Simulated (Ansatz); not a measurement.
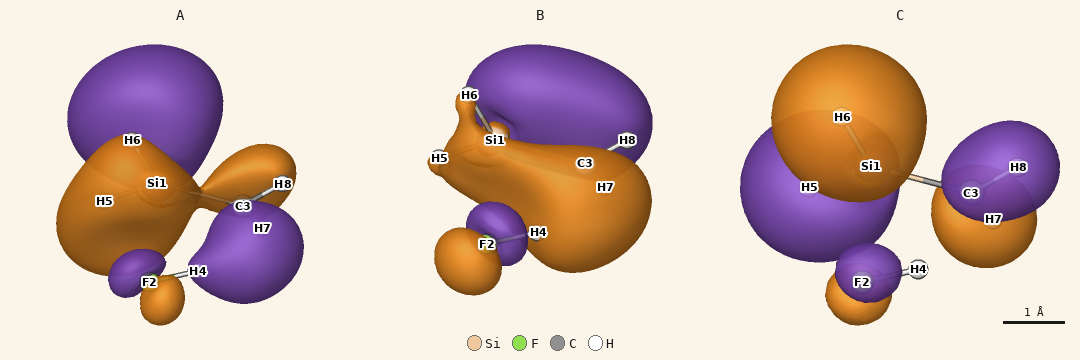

CH$_{4}$Si···HF. Three frontier orbitals at ±0.08 Å⁻³ᐟ² (orange and purple are the two phases), in no order.

A transition-state structure; geometry: PBE0-D4/def2-TZVP.

Computed with RKS PBE0-D4/def2-TZVPP (Ansatz).

```xyz
8

Si   -0.8521   -0.0128    0.1641
F     0.2992   -1.6190   -0.8253
C     0.6708    0.7924    0.2406
H     0.8521   -0.8119   -0.5527
H    -1.7979    0.1667   -0.9553
H    -1.3590   -0.8725    1.2523
H     0.9314    1.5617   -0.4780
H     1.2557    0.7953    1.1540
```

Which picture is the HOMO−1, the HOMO and the LUMO?

Answer. C is the HOMO−1 (−10.16 eV). By Hirshfeld shares it lies mainly on Si1 (about 35 %), H5 (about 25 %), H6 (about 25 %) and C3 (about 10 %). B is the HOMO (−6.72 eV). By Hirshfeld shares it lies mainly on C3 (about 50 %), Si1 (about 25 %), F2 (about 10 %) and H4 (about 5 %). A is the LUMO (−1.09 eV). By Hirshfeld shares it lies mainly on Si1 (about 60 %), C3 (about 15 %), H6 (about 5 %) and H5 (about 5 %).

What is the HOMO–LUMO gap?

Answer. 5.63 eV between the orbital energies.
